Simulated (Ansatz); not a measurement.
Level of theory: PBE (plane waves to 420 eV, PAW; Ansatz, a quantum-chemistry and plane-wave program).

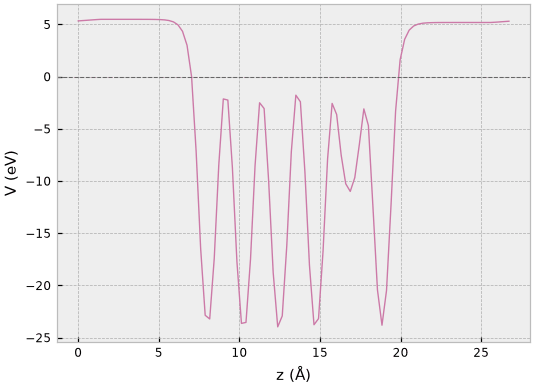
Figure: Plane-averaged electrostatic potential energy along the normal, in eV from the Fermi level, for a constructed model of the (111) surface of fcc Ir, a layer of Ga in place of the second plane (bottom of the slab: a bare face, its two planes held)

Model: 6-atom slab, 10.9 Å thick at the start with caps and adatoms (thin: gaps and levels are the slab's own), 16x16x1 mesh, Fermi-Dirac 0.1 eV, dipole correction, 2 atoms held, the rest relaxed; held to the start's symmetry, so lower structures may exist; no spin, no spin-orbit, no U. It is one candidate, not shown to be the stable structure of the face.

The vacuum level lies 5.18 eV above the Fermi level over the top face and 5.49 eV above it under the bottom face.
